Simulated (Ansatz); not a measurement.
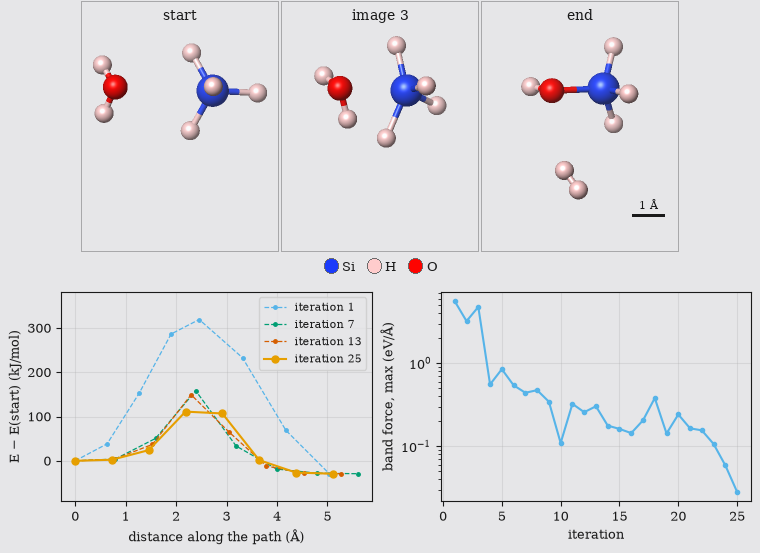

A search for the minimum-energy path of SiH6O, made up at the start of SiH₄ and H$_{2}$O by the nudged elastic band. Images are numbered from 0 (start) to 7 (end). The plot follows the band through its iterations. The picture is a ball-and-stick view, seen at a tilt.

Theory: RKS revPBE-D4/def2-SVPD in Ansatz 0.2.0. Settings: 6 movable images; no climbing image; force threshold 0.05 eV/Å; iteration limit 60; starting path through a guess of the saddle point.

How did the profile develop, and is the result final?

The run is converged, with reservations. The band converged in 25 iterations. The largest component of the band force went from 5.6 to 0.028 eV/Å. No image climbed, so the highest image needn't lie on the saddle point, and the true maximum along this path can be higher. The first iteration put the highest image at 319.2 kJ/mol. The highest point, image 3, lies 111.1 kJ/mol above the start and 140.2 kJ/mol above the end; the end is at −29.1 kJ/mol relative to the start.

Limits of the set-up: the start holds two separate molecules, 3.0 Å apart at their closest, whose relative position is a soft coordinate.

The run took 2.5 min on 2 threads of Arm Neoverse V2 (shared host), peak memory 0.14 GiB.
